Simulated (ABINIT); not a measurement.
## Nb (Im-3m): phonons by linear response

How does Nb (Im-3m) vibrate, and is this structure a minimum?

Method: DFT PBE, scalar-relativistic, plane waves, PseudoDojo norm-conserving pseudopotentials, in ABINIT 10.8.3.

The database entry behind the starting cell differs from later determinations by our own check (about 0.8 % long, hydrogen-cycled sample), so it need not match the best structure at ambient conditions.

## Step 1: The structure

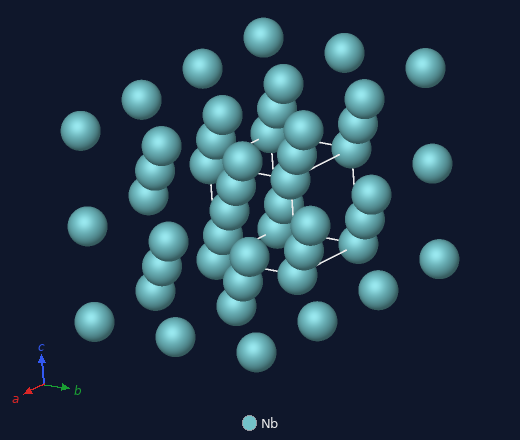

Start, viewed from a free direction; niobium teal. 3×2×2 cells are drawn. This picture shows the conventional cell, with its axes. Some periodic images of atoms are drawn too.

As a file:

```cif
data_structure
_symmetry_space_group_name_H-M 'Im-3m'
_symmetry_Int_Tables_number 229
_cell_length_a 3.3279
_cell_length_b 3.3279
_cell_length_c 3.3279
_cell_angle_alpha 90.000
_cell_angle_beta 90.000
_cell_angle_gamma 90.000
_cell_volume 36.86
loop_
_atom_site_label
_atom_site_type_symbol
_atom_site_symmetry_multiplicity
_atom_site_Wyckoff_symbol
_atom_site_fract_x
_atom_site_fract_y
_atom_site_fract_z
_atom_site_occupancy
Nb1 Nb 2 a 0.00000 0.00000 0.00000 1
```

## Step 2: A probe with smearing

A first run with smearing and empty bands tells whether the crystal has a gap, which decides between fixed occupations and smearing later on.

Contents of probe.abi:

```
# ground state
tolvrs 1.0d-08
prtden 1
prtwf 1

# basis, mesh and filling
ecut 37.0
ngkpt 8 8 8
nshiftk 1
shiftk 0.0 0.0 0.0
istwfk *1
occopt 7
tsmear 0.005
nband 12
nstep 100
diemac 9.0
prtebands 0
prtgsr 0

# cell and atoms
acell 3*1.0 Angstrom
rprim 
    -1.66395 1.66395 1.66395
    1.66395 -1.66395 1.66395
    1.66395 1.66395 -1.66395
ntypat 1
znucl 41
natom 1
typat 1
xred 
    0.0 0.0 0.0
pp_dirpath "./pseudo"
pseudos "Nb.upf"
```

Command:

```
$ OMP_NUM_THREADS=1 mpirun -n 4 abinit probe.abi > probe.log
```

Numbers of over 12 decimals in the logs are rounded to 6 here.

probe.abo, the main output file:

```text
[banners, grids, parts of the stress and lines that vanish by symmetry left out]
- input  file    -> probe.abi
- output file    -> probe.abo
- root for input  files -> probei
[...]
Symmetries : space group Im -3 m (#229); Bravais cI (body-center cubic)
[...]
mpw =        1409          nfft =       27000          nkpt =          29
[...]
== DATASET  1 ==================================================================
[...]
cutoff_energies: {ecut:  37.0, pawecutdg:  -1.0, }
[...]
ETOT  1  -62.254688169383    -6.225E+01 1.645E-01 6.957E+01
 ETOT  2  -62.284115617640    -2.943E-02 7.712E-03 1.252E+01
 ETOT  3  -62.286994757975    -2.879E-03 4.901E-04 2.593E-03
 ETOT  4  -62.286995532775    -7.748E-07 2.566E-04 3.026E-05
 ETOT  5  -62.286995538935    -6.160E-09 7.183E-05 3.849E-07
 ETOT  6  -62.286995539004    -6.957E-11 3.857E-05 1.258E-10
 At SCF step    6       vres2   =  1.26E-10 < tolvrs=  1.00E-08 =>converged.
[...]
sigma(1 1)=  9.29722112E-05  sigma(3 2)=  0.00000000E+00
  sigma(2 2)=  9.29722112E-05  sigma(3 1)=  0.00000000E+00
  sigma(3 3)=  9.29722112E-05  sigma(2 1)=  0.00000000E+00
[...]
convergence: {deltae: -6.957E-11, res2:  1.258E-10, residm:  3.857E-05, diffor: null, }
etotal    :  -6.22869955E+01
[...]
sigma(1 1)=  9.29722112E-05  sigma(3 2)=  0.00000000E+00
  sigma(2 2)=  9.29722112E-05  sigma(3 1)=  0.00000000E+00
  sigma(3 3)=  9.29722112E-05  sigma(2 1)=  0.00000000E+00
[...]
- sigma(1 1)=  2.73533689E+00  sigma(3 2)=  0.00000000E+00
- sigma(2 2)=  2.73533689E+00  sigma(3 1)=  0.00000000E+00
- sigma(3 3)=  2.73533689E+00  sigma(2 1)=  0.00000000E+00
[...]
fcart     -0.0000000000E+00 -0.0000000000E+00 -0.0000000000E+00
           strten      9.2972211222E-05  9.2972211222E-05  9.2972211222E-05
================================================================================

[key lines of the parts left out:]
pressure_GPa:  -2.7353E+00
```

It took 3.6 s on 4 MPI ranks of Arm Neoverse V2, shared host; 14 s of CPU time.

Numbers from this step:

| Item | Value |
| --- | --- |
| volume per atom | 18.43 Å³ |
| pressure | -2.735 GPa |
| gap on the k-mesh | 0 eV |

No gap opens on this mesh, so smearing is kept; the printed pressure holds the stress of the finite basis too.

## Step 3: Relaxing the cell and atoms

The harmonic expansion needs vanishing forces, and a free crystal bears no stress, so cell and atoms are brought to rest. Stress is more sensitive to the basis than forces are: the last 3 Ha under the cutoff are smoothed with ecutsm, and the cutoff is raised above that of the later runs.

Contents of relax.abi:

```
# relaxation
ionmov 2
optcell 2
dilatmx 1.08
ntime 40
tolmxf 1.0d-05
tolvrs 1.0d-14
prtwf 0
prtden 0
chksymtnons 0

# basis, mesh and filling
ecut 46.0
ecutsm 3.0
ngkpt 12 12 12
nshiftk 1
shiftk 0.0 0.0 0.0
istwfk *1
occopt 7
tsmear 0.01
nband 12
nstep 100
diemac 1000000.0
prtebands 0
prtgsr 0

# cell and atoms
acell 3*1.0 Angstrom
rprim 
    -1.66395 1.66395 1.66395
    1.66395 -1.66395 1.66395
    1.66395 1.66395 -1.66395
ntypat 1
znucl 41
natom 1
typat 1
xred 
    0.0 0.0 0.0
pp_dirpath "./pseudo"
pseudos "Nb.upf"
```

Command:

```
$ OMP_NUM_THREADS=1 mpirun -n 4 abinit relax.abi > relax.log
```

relax.abo, the main output file:

```text
[banners, grids, parts of the stress and lines that vanish by symmetry left out]
- input  file    -> relax.abi
- output file    -> relax.abo
- root for input  files -> relaxi
[...]
Symmetries : space group Im -3 m (#229); Bravais cI (body-center cubic)
[...]
mpw =        2382          nfft =       46656          nkpt =          72
[...]
== DATASET  1 ==================================================================
[...]
cutoff_energies: {ecut:  46.0, pawecutdg:  -1.0, }
[...]
ETOT  1  -62.253064831383    -6.225E+01 1.771E-01 1.187E+02
 ETOT  2  -62.284967565639    -3.190E-02 1.862E-02 1.677E+01
 ETOT  3  -62.287215060732    -2.247E-03 2.530E-03 3.109E-03
 ETOT  4  -62.287215776348    -7.156E-07 2.544E-03 6.494E-05
 ETOT  5  -62.287215783123    -6.774E-09 1.925E-04 5.837E-07
[...]
At SCF step    8       vres2   =  2.24E-15 < tolvrs=  1.00E-14 =>converged.
[...]
sigma(1 1)=  8.75127959E-05  sigma(3 2)=  0.00000000E+00
  sigma(2 2)=  8.75127959E-05  sigma(3 1)=  0.00000000E+00
  sigma(3 3)=  8.75127959E-05  sigma(2 1)=  0.00000000E+00
[...]
convergence: {deltae:  9.877E-13, res2:  2.243E-15, residm:  1.825E-04, diffor: null, }
etotal    :  -6.22872158E+01
[...]
ETOT  1  -62.287097620071    -6.229E+01 3.292E+00 1.456E+00
[...]
At SCF step    8       vres2   =  3.42E-16 < tolvrs=  1.00E-14 =>converged.
[...]
sigma(1 1)=  4.34513916E-05  sigma(3 2)=  0.00000000E+00
  sigma(2 2)=  4.34513916E-05  sigma(3 1)=  0.00000000E+00
  sigma(3 3)=  4.34513916E-05  sigma(2 1)=  0.00000000E+00
[...]
convergence: {deltae:  6.963E-13, res2:  3.422E-16, residm:  6.982E-05, diffor: null, }
etotal    :  -6.22872799E+01
[...]
ETOT  1  -62.287131349491    -6.229E+01 3.223E-02 1.357E+00
[...]
At SCF step    8       vres2   =  2.99E-16 < tolvrs=  1.00E-14 =>converged.
[...]
sigma(1 1)= -8.10143976E-07  sigma(3 2)=  0.00000000E+00
  sigma(2 2)= -8.10143976E-07  sigma(3 1)=  0.00000000E+00
  sigma(3 3)= -8.10143976E-07  sigma(2 1)=  0.00000000E+00
[...]
convergence: {deltae: -7.105E-14, res2:  2.994E-16, residm:  3.853E-05, diffor: null, }
etotal    :  -6.22873001E+01
[...]
ETOT  1  -62.287300098456    -6.229E+01 3.092E-05 4.482E-04
[...]
ETOT  5  -62.287300154052    -2.558E-13 6.504E-06 1.420E-12
 ETOT  6  -62.287300154051     5.187E-13 1.521E-05 5.241E-15
 At SCF step    6       vres2   =  5.24E-15 < tolvrs=  1.00E-14 =>converged.
[...]
sigma(1 1)=  7.17581223E-09  sigma(3 2)=  0.00000000E+00
  sigma(2 2)=  7.17581223E-09  sigma(3 1)=  0.00000000E+00
  sigma(3 3)=  7.17581223E-09  sigma(2 1)=  0.00000000E+00
[...]
convergence: {deltae:  5.187E-13, res2:  5.241E-15, residm:  1.521E-05, diffor: null, }
etotal    :  -6.22873002E+01
[...]
At Broyd/MD step   4, gradients are converged :
[...]
sigma(1 1)=  7.17581223E-09  sigma(3 2)=  0.00000000E+00
  sigma(2 2)=  7.17581223E-09  sigma(3 1)=  0.00000000E+00
  sigma(3 3)=  7.17581223E-09  sigma(2 1)=  0.00000000E+00
[...]
- sigma(1 1)=  2.11119685E-04  sigma(3 2)=  0.00000000E+00
- sigma(2 2)=  2.11119685E-04  sigma(3 1)=  0.00000000E+00
- sigma(3 3)=  2.11119685E-04  sigma(2 1)=  0.00000000E+00
[...]
fcart     -0.0000000000E+00 -0.0000000000E+00 -0.0000000000E+00
           strten      7.1758122309E-09  7.1758122309E-09  7.1758122326E-09
================================================================================

[key lines of the parts left out:]
pressure_GPa:  -2.1112E-04
Total energy (etotal) [Ha]= -6.22873001540510E+01
```

Run time: 35 s. Hardware: 4 MPI ranks.

Relaxation path:

```
step  energy less that of the first step (eV)  largest force (eV/Å)  volume (Å³)
   1                                   0.0000                0.0000        18.43
   2                                  -0.0017                0.0000        18.28
   3                                  -0.0023                0.0000        18.14
   4                                  -0.0023                0.0000        18.15
```

```
conventional cell, symmetrised  before  after  change
                         a (Å)   3.328  3.311  -0.5 %
                         b (Å)   3.328  3.311  -0.5 %
                         c (Å)   3.328  3.311  -0.5 %
              volume (Å³/atom)   18.43  18.15  -1.5 %
```

Final coordinates:

```cif
data_structure
_symmetry_space_group_name_H-M 'P 1'
_symmetry_Int_Tables_number 1
_cell_length_a 2.8673
_cell_length_b 2.8673
_cell_length_c 2.8673
_cell_angle_alpha 109.471
_cell_angle_beta 109.471
_cell_angle_gamma 109.471
_cell_volume 18.15
loop_
_atom_site_label
_atom_site_type_symbol
_atom_site_fract_x
_atom_site_fract_y
_atom_site_fract_z
_atom_site_occupancy
Nb1 Nb 0.00000 0.00000 0.00000 1
```

This step gave:

```yaml
volume_per_atom: 18.15 Å³
pressure: -2.11e-4 GPa
```

The volume changes by -1.5 % in this run and stands -1.5 % from the first cell.

## Step 4: Ground state

First-order wavefunctions inherit every error of the ground state, hence the very tight tolvrs. Smearing stays on, as the first look found no gap above 0.3 eV.

Contents of gs.abi:

```
# ground state
tolvrs 1.0d-16
prtden 1
prtwf 1

# basis, mesh and filling
ecut 37.0
ngkpt 12 12 12
nshiftk 1
shiftk 0.0 0.0 0.0
istwfk *1
occopt 7
tsmear 0.01
nband 12
nstep 100
diemac 1000000.0
prtebands 0
prtgsr 0

# cell and atoms
acell 3*1.0 Angstrom
rprim 
    -1.655417213 1.655417213 1.655417213
    1.655417213 -1.655417213 1.655417213
    1.655417213 1.655417213 -1.655417213
ntypat 1
znucl 41
natom 1
typat 1
xred 
    0.0 0.0 0.0
pp_dirpath "./pseudo"
pseudos "Nb.upf"
```

Command:

```
$ OMP_NUM_THREADS=1 mpirun -n 4 abinit gs.abi > gs.log
```

gs.abo, the main output file:

```text
[banners, grids, parts of the stress and lines that vanish by symmetry left out]
- input  file    -> gs.abi
- output file    -> gs.abo
- root for input  files -> gsi
[...]
Symmetries : space group Im -3 m (#229); Bravais cI (body-center cubic)
[...]
mpw =        1333          nfft =       27000          nkpt =          72
[...]
== DATASET  1 ==================================================================
[...]
cutoff_energies: {ecut:  37.0, pawecutdg:  -1.0, }
[...]
ETOT  1  -62.254084084026    -6.225E+01 1.908E-01 6.651E+01
 ETOT  2  -62.285059302677    -3.098E-02 5.586E-02 9.093E+00
 ETOT  3  -62.287139185230    -2.080E-03 2.961E-03 1.787E-03
 ETOT  4  -62.287139813185    -6.280E-07 1.366E-03 3.952E-05
 ETOT  5  -62.287139820526    -7.342E-09 2.614E-04 3.821E-07
 ETOT  6  -62.287139820596    -6.968E-11 5.523E-04 1.672E-10
 ETOT  7  -62.287139820596     2.487E-13 2.045E-04 3.123E-12
 ETOT  8  -62.287139820596    -5.613E-13 3.785E-04 6.600E-16
 ETOT  9  -62.287139820598    -1.720E-12 2.169E-04 4.782E-18
 At SCF step    9       vres2   =  4.78E-18 < tolvrs=  1.00E-16 =>converged.
[...]
sigma(1 1)=  1.92377906E-05  sigma(3 2)=  0.00000000E+00
  sigma(2 2)=  1.92377906E-05  sigma(3 1)=  0.00000000E+00
  sigma(3 3)=  1.92377906E-05  sigma(2 1)=  0.00000000E+00
[...]
convergence: {deltae: -1.720E-12, res2:  4.782E-18, residm:  2.169E-04, diffor: null, }
etotal    :  -6.22871398E+01
[...]
sigma(1 1)=  1.92377906E-05  sigma(3 2)=  0.00000000E+00
  sigma(2 2)=  1.92377906E-05  sigma(3 1)=  0.00000000E+00
  sigma(3 3)=  1.92377906E-05  sigma(2 1)=  0.00000000E+00
[...]
- sigma(1 1)=  5.65995341E-01  sigma(3 2)=  0.00000000E+00
- sigma(2 2)=  5.65995341E-01  sigma(3 1)=  0.00000000E+00
- sigma(3 3)=  5.65995341E-01  sigma(2 1)=  0.00000000E+00
[...]
fcart     -0.0000000000E+00 -0.0000000000E+00 -0.0000000000E+00
           strten      1.9237790638E-05  1.9237790638E-05  1.9237790638E-05
================================================================================

[key lines of the parts left out:]
pressure_GPa:  -5.6600E-01
```

It took 7.9 s on 4 MPI ranks.

This step gave:

| Property | Result |
| --- | --- |
| pressure | -0.5660 GPa |

The cell stands at -0.57 GPa: the relaxation ran with a smoothed and higher cutoff, and the difference is a stress of the finite basis.

[end of part 1 of 3]

[Host names and launcher messages were left out of these logs when they were recorded.]

[Logs are printed without paths, hosts, clocks, repeated set-up lines and the standing remarks that a program may print on its own settings, such as how far it seeks lower states.]

[Hosts, paths, dates, database ids (printed as entryN), source tags and the programs' standing remarks are cut or masked in the printed files.]
